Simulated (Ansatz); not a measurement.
Reaction (SMILES): OCl (OH-Cl) → HClO+ (doublet, bonded as OCl) + e-
B3LYP-D3(BJ)/def2-TZVP geometries, fixed; electronic energies without zero-point terms.

Basis-set convergence of the adiabatic ionisation energy at PBE with Ansatz (a quantum-chemistry and plane-wave program). Cartesian d functions, on some or all atoms, in 6-31G**, 6-311G**, 6-311+G**; all else is spherical. The program fits the integrals of some runs and decomposes those of others, by size. Open shells are unrestricted. No added dispersion term, no relativity. Functions are those of the species that has most. Reference: the value in pcseg-4, 10.754 eV, itself unsure by roughly 0.005 eV (its mean distance from aug-pcseg-3, aug-cc-pV(Q+d)Z, cc-pV(5+d)Z). Deviations are taken from unrounded values.

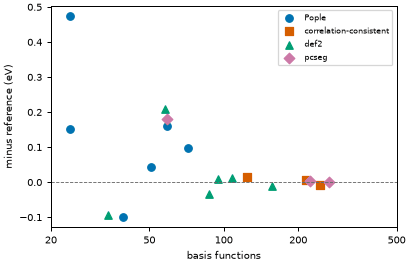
*Deviation from the reference against the number of basis functions, by family of sets.*

```json
[
 {"basis": "3-21G", "functions": "24", "adiabatic ionisation energy (eV)": "10.906", "minus reference (eV)": "0.153"},
 {"basis": "6-31G", "functions": "24", "adiabatic ionisation energy (eV)": "11.228", "minus reference (eV)": "0.474"},
 {"basis": "def2-SV(P)", "functions": "34", "adiabatic ionisation energy (eV)": "10.660", "minus reference (eV)": "-0.093"},
 {"basis": "6-31G**", "functions": "39", "adiabatic ionisation energy (eV)": "10.654", "minus reference (eV)": "-0.100"},
 {"basis": "6-311G**", "functions": "51", "adiabatic ionisation energy (eV)": "10.797", "minus reference (eV)": "0.044"},
 {"basis": "def2-SVPD", "functions": "58", "adiabatic ionisation energy (eV)": "10.963", "minus reference (eV)": "0.209"},
 {"basis": "6-311+G**", "functions": "59", "adiabatic ionisation energy (eV)": "10.913", "minus reference (eV)": "0.160"},
 {"basis": "aug-pcseg-1", "functions": "59", "adiabatic ionisation energy (eV)": "10.932", "minus reference (eV)": "0.179"},
 {"basis": "6-311++G(2d,2p)", "functions": "72", "adiabatic ionisation energy (eV)": "10.850", "minus reference (eV)": "0.096"},
 {"basis": "def2-TZVPP", "functions": "87", "adiabatic ionisation energy (eV)": "10.720", "minus reference (eV)": "-0.033"},
 {"basis": "def2-TZVPD", "functions": "95", "adiabatic ionisation energy (eV)": "10.763", "minus reference (eV)": "0.010"},
 {"basis": "def2-TZVPPD", "functions": "108", "adiabatic ionisation energy (eV)": "10.766", "minus reference (eV)": "0.012"},
 {"basis": "aug-cc-pV(T+d)Z", "functions": "124", "adiabatic ionisation energy (eV)": "10.768", "minus reference (eV)": "0.014"},
 {"basis": "def2-QZVPP", "functions": "157", "adiabatic ionisation energy (eV)": "10.744", "minus reference (eV)": "-0.010"},
 {"basis": "aug-cc-pV(Q+d)Z", "functions": "215", "adiabatic ionisation energy (eV)": "10.759", "minus reference (eV)": "0.005"},
 {"basis": "aug-pcseg-3", "functions": "223", "adiabatic ionisation energy (eV)": "10.756", "minus reference (eV)": "0.002"},
 {"basis": "cc-pV(5+d)Z", "functions": "246", "adiabatic ionisation energy (eV)": "10.745", "minus reference (eV)": "-0.008"},
 {"basis": "pcseg-4", "functions": "267", "adiabatic ionisation energy (eV)": "10.754", "minus reference (eV)": "0.000"}
]
```
